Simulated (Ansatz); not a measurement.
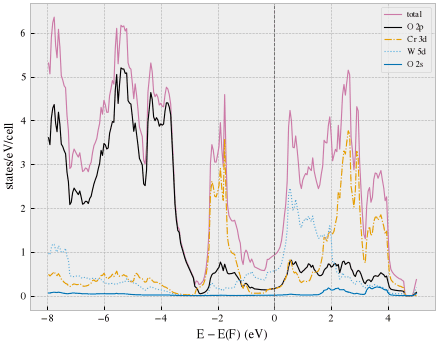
Total and projected density of states of CrWO₄ in space group Cmmm (No. 65; Cr on 2c, W on 2a, O on 4j, O on 4g), r²SCAN in the plane-wave PAW code Ansatz

Question: Which orbitals carry the states next to the Fermi level?

Answer: Within 0.5 eV of the Fermi level: W 5d 60 %, O 2p 19 %, Cr 3d 18 %. Projections are on Löwdin-orthogonalised atomic valence shells; empty p or d shells of many metals are not among them.

The first step of the workflow began from a Materials Project structure, measured or hypothetical; the Crystallography Open Database copy checked does not list it. Whether it is the stable phase at ambient conditions was not checked. The r²SCAN relaxation kept the symmetry of its start; whether a distortion lowers the energy is not shown. The final state is ferromagnetic, the only order run, not a proven ground state. Other orbital occupations within this spin state were not tried. No Hubbard U is applied. The compound may be a true metal, but semilocal functionals without U, or a wrong spin order, can also close a gap. Spin–orbit coupling is left out wherever it is not named.

Potentials: the later of the program's two PAW sets.
